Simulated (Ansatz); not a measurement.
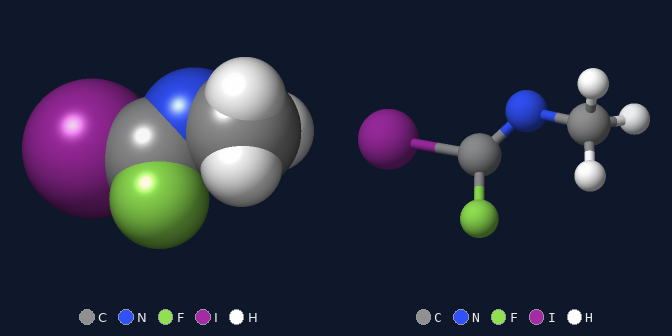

Both panels show the same species.

Describe the molecule.

It has 8 atoms: 2 carbon, 3 hydrogen, 1 fluorine, 1 iodine and 1 nitrogen (C₂H₃FIN). Its SMILES string is `C/N=C(\F)I`. It has no ring. Among its groups: imine, C–F bond, C–I bond. The point group is Cs. Coordination: 1 C tetrahedral; 1 N bent; 1 C trigonal planar.

The parts below concern this one geometry. Atoms keep their numbers from picture to picture. The geometry was computed by an optimisation with PBE0-D4/def2-TZVP.

Geometry

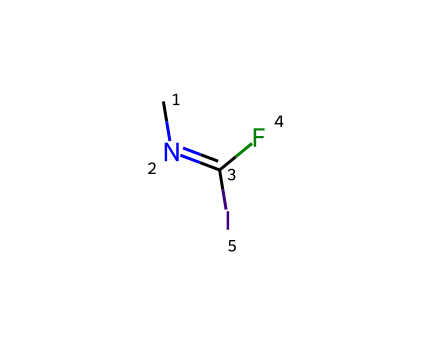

Skeletal drawing with numbered atoms; wedges and dashes mark any stereocentres. The configuration is that of a computed structure (PBE0-D4/def2-TZVP).

Give the R/S and E/Z labels.

N2=C3: E.

Charges

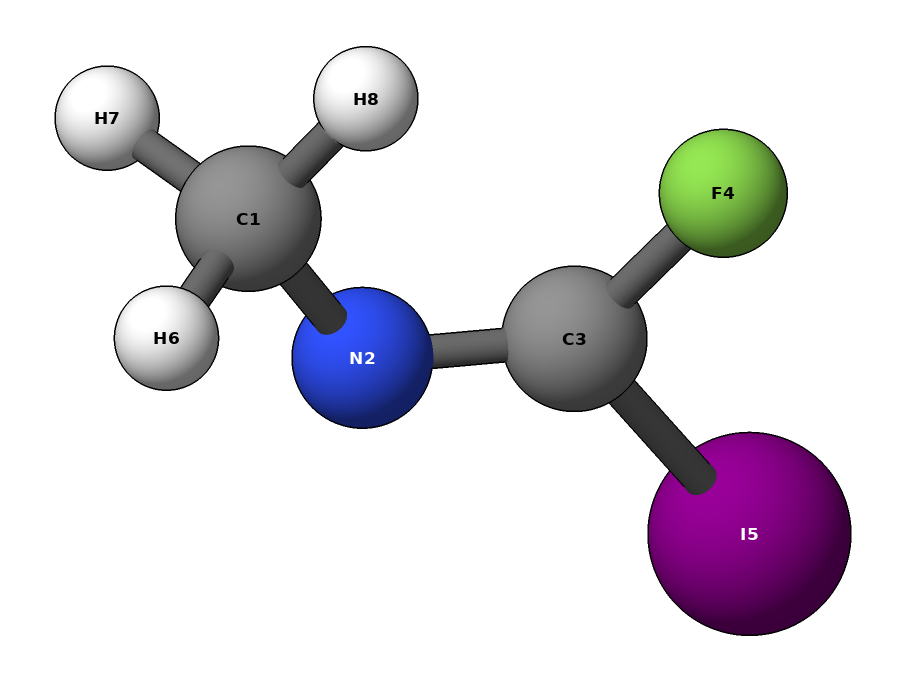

The questions are on Mulliken charges. Level of theory: RKS PBE-D4/def2-TZVPP, core potentials on I (Ansatz 0.2.0).

Which atom carries the highest charge (most positive or least negative)?

H6, H7 (0.11 e).

And the lowest?

C1, N2 (−0.15 e).

List the Mulliken charges.

| atom | value (e) |
| --- | --- |
| C1 | −0.15 |
| N2 | −0.15 |
| C3 | 0.10 |
| F4 | −0.13 |
| I5 | 0.03 |
| H6 | 0.11 |
| H7 | 0.11 |
| H8 | 0.09 |

Levels of theory compared

Program: Ansatz 0.2.0.

Tabulate HOMO energy (eV), HOMO–LUMO gap (eV), dipole (D) at these levels: B3LYP-D4/def2-TZVPP; PBE-D4/def2-TZVPP; r2SCAN-D4/def2-TZVPP; ωB97M-V/def2-TZVPP.

```json
{"level": "B3LYP-D4/def2-TZVPP", "HOMO energy (eV)": "−7.48", "HOMO–LUMO gap (eV)": "6.13", "dipole (D)": "1.03"}
{"level": "PBE-D4/def2-TZVPP", "HOMO energy (eV)": "−6.44", "HOMO–LUMO gap (eV)": "4.46", "dipole (D)": "1.11"}
{"level": "r2SCAN-D4/def2-TZVPP", "HOMO energy (eV)": "−6.77", "HOMO–LUMO gap (eV)": "4.95", "dipole (D)": "1.14"}
{"level": "ωB97M-V/def2-TZVPP", "HOMO energy (eV)": "−9.85", "HOMO–LUMO gap (eV)": "10.77", "dipole (D)": "1.00"}
```

Thermal motion

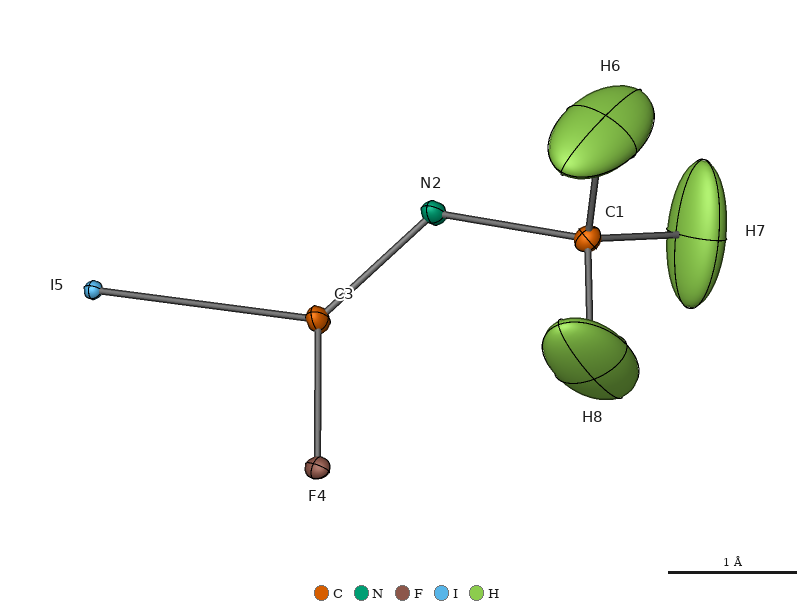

Displacement ellipsoids at the 50 % level, enlarged 1.5 times, from the internal vibrations of the free molecule (harmonic, no overall translation or rotation; no half-axis is drawn under 0.075 Å). Vibrations computed with RKS PBE0-D4/def2-TZVP, core potentials on I (Ansatz 0.2.0). Temperature: 0 K (zero-point motion alone).

Which atom moves most?

H6, H7, with U_eq = 0.0302 Å².

Does H7 move more along its bond or across it?

Across it: the root-mean-square amplitude is 0.083 Å along the bond and up to 0.252 Å across, since bending and torsion are softer than stretching.

Give the displacement parameters, one line for each set of equivalent atoms.

| atom | U_eq (Å²) | rms amplitudes (Å) |
| --- | --- | --- |
| C1 | 0.0021 | 0.043, 0.046, 0.049 |
| N2 | 0.0020 | 0.038, 0.042, 0.054 |
| C3 | 0.0021 | 0.038, 0.045, 0.055 |
| F4 | 0.0014 | 0.021, 0.040, 0.047 |
| I5 | 0.00006 | 0.004, 0.006, 0.012 |
| H6, H7 | 0.0301 | 0.082, 0.142, 0.252 |
| H8 | 0.0296 | 0.083, 0.135, 0.252 |

Mulliken values depend strongly on the basis set and can even reverse the polarity of a bond.
